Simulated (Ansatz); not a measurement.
## Electronic structure of C₃H₃In (SMILES CC#[C][In]) in real space

Input file:

```
crystal:
  periodic: [false, false, false]
  atoms:
    - {symbol: C, position_ang: [-0.372315, -0.433314, 1.008523]}
    - {symbol: C, position_ang: [-0.328750, 0.877398, 0.381917]}
    - {symbol: C, position_ang: [-0.290949, 1.986295, -0.148180]}
    - {symbol: In, position_ang: [-0.227915, 3.976153, -1.098348]}
    - {symbol: H, position_ang: [-0.717476, -0.365064, 2.052651]}
    - {symbol: H, position_ang: [0.623306, -0.905205, 1.015745]}
    - {symbol: H, position_ang: [-1.058562, -1.108895, 0.473123]}
basis:
  gaussian:
    orbitals: def2-TZVPD
hamiltonian:
  xc: pbe0
output: {forces: true, orbitals: {seedname: orbitals}}
```

Run with:

```sh
ansatz run input.yaml --threads 2 --pin off --max-ram 4350MiB --events-out events.jsonl --progress --plain --runs-dir runs
```

Geometry: PBE0-D3(BJ)/def2-SVP; core potentials replace the inner electrons of In.

Computed with isolated molecule in a Gaussian basis; Kohn-Sham density functional theory, functional PBE0 in Ansatz.

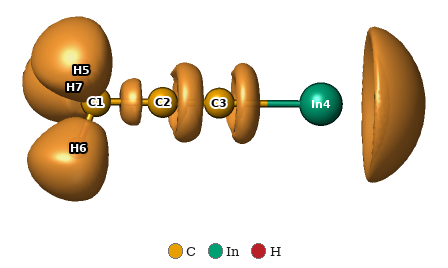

Figure 1. Isosurface of the electron localisation function at 0.8 (orange), seen at a tilt. Only the valence region is drawn (cores and ρ < 0.01 e/Å³ removed).

**Identify the bonds, lone pairs and shells in this picture.**

The surface consists of two regions between bonded C–C atoms (shared pairs), three regions around hydrogen nuclei, one lobe of the valence shell of C pointing towards In (polar bonds) and one lobe on In, pointing away from the bonds (lone pairs). Along the contacts the grid gives the following. C–C (1.23 Å): the ELF peaks at about 0.85 between the atoms (a multiple bond). C–In (2.21 Å): the ELF peaks at about 0.95 in the valence shell of C, 0.7 Å from its nucleus, and drops to about 0.15 between the two atoms.

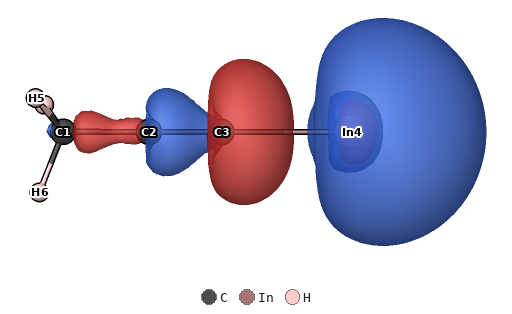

Figure 2. The HOMO at ±0.08 Å⁻³ᐟ² (red and blue are the two phases), seen across its widest extent.

**Describe this orbital and give its energy.**

It lies mainly on In4 (about 75 %) and C3 (about 20 %). Its energy is −6.47 eV.

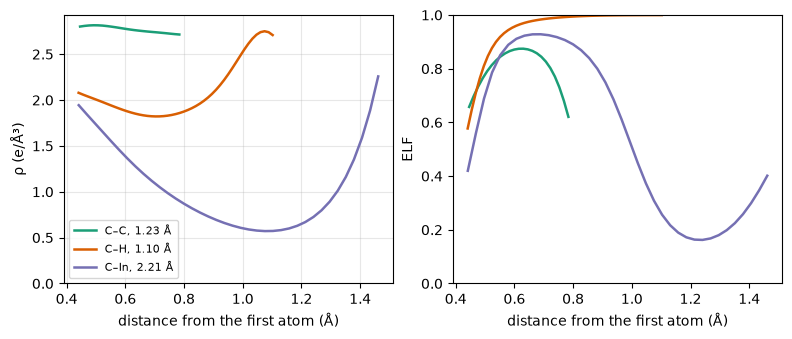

Figure 3. Electron density and ELF along straight lines between neighbouring atoms. The curves leave out the atomic cores.

**Compare the contacts.**

C–C (1.23 Å): ρ at the midpoint is about 2.8 e/Å³; the ELF peaks at about 0.85 between the atoms (a short, multiple covalent bond).
C–H (1.10 Å): ρ is about 1.9 e/Å³ halfway; the ELF climbs to about 1 towards the hydrogen, as it does in any bond to H: a covalent bond by its length.
C–In (2.21 Å): the density is about 0.57 e/Å³ at the midpoint; the ELF peaks at about 0.95 in the valence shell of C, 0.7 Å from its nucleus, and drops to about 0.15 between the two atoms.
